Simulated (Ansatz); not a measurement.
Consider BF$_{2}$H···CH$_{4}$O.

Input file:

```
crystal:
  periodic: [false, false, false]
  atoms:
    - { symbol: B, position_ang: [0.0, 0.0, 0.0] }
    - { symbol: H, position_ang: [0.0, 0.0, 1.54] }
    - { symbol: F, position_ang: [1.1431, 0.0, -0.66] }
    - { symbol: F, position_ang: [-1.1431, 0.0, -0.66] }
    - { symbol: O, position_ang: [0.0715, -1.6212, 0.5392] }
    - { symbol: C, position_ang: [-0.5794, -2.7171, -0.0867] }
    - { symbol: H, position_ang: [0.1085, -3.5877, -0.1182] }
    - { symbol: H, position_ang: [-1.4893, -2.9859, 0.4895] }
    - { symbol: H, position_ang: [-0.8668, -2.4357, -1.1212] }
    - { symbol: H, position_ang: [0.0379, -0.8605, 1.537] }
basis:
  gaussian: { orbitals: def2-SVP }
hamiltonian:
  xc: pbe
  dispersion: d4
relax:
  f_tol: 0.15
  max_steps: 25
  restrain:
    - { distance: [0, 4], at: 2.61, k: 30.0 }
    - { distance: [9, 1], at: 1.86, k: 30.0 }
    - { distance: [0, 1], at: 1.19, k: 30.0 }
    - { distance: [9, 4], at: 1.01, k: 30.0 }
output:
  orbitals: {}
```

Command:

```sh
ansatz run input.yaml --threads 2 --pin off --max-ram 3072MiB --backend cpu --events-out ev --progress --plain --runs-dir out
```

The fields are those of the run's last geometry, not of the input's.

Not at a stationary point (largest force 0.7 eV/Å).

Method: Ansatz, RKS PBE-D4/def2-SVP.

Question: What can the converged electron density and electron localisation function tell about the bonding?

Answer: B–F (1.33 Å): ρ is about 2.1 e/Å³ halfway; the ELF peaks at about 0.85 between the atoms, as expected for a polar covalent bond.
C–O (1.42 Å): ρ is about 2 e/Å³ halfway, with its minimum of 1.7 e/Å³ about 0.5 Å from C; the ELF peaks at about 0.90 between the atoms: a polar covalent bond.
C–H (1.11 Å): the density is about 1.9 e/Å³ at the midpoint; the ELF climbs to about 1 towards the hydrogen, as it does in any bond to H: a covalent bond by its length.

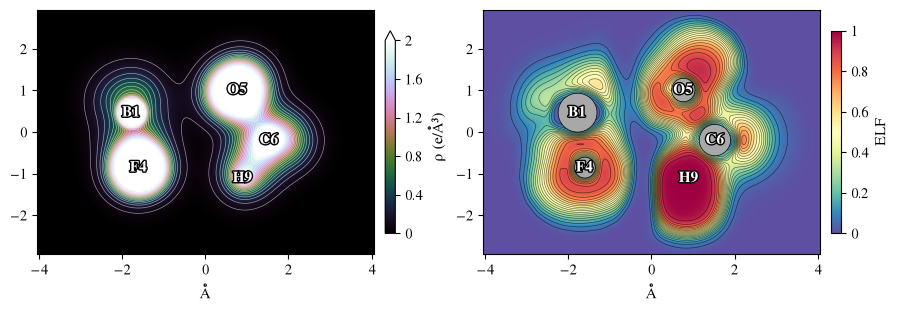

Computed electron density and electron localisation function on the plane of atoms O5, C6 and H9, in this order. Grey discs cover the atomic cores in the ELF map. 
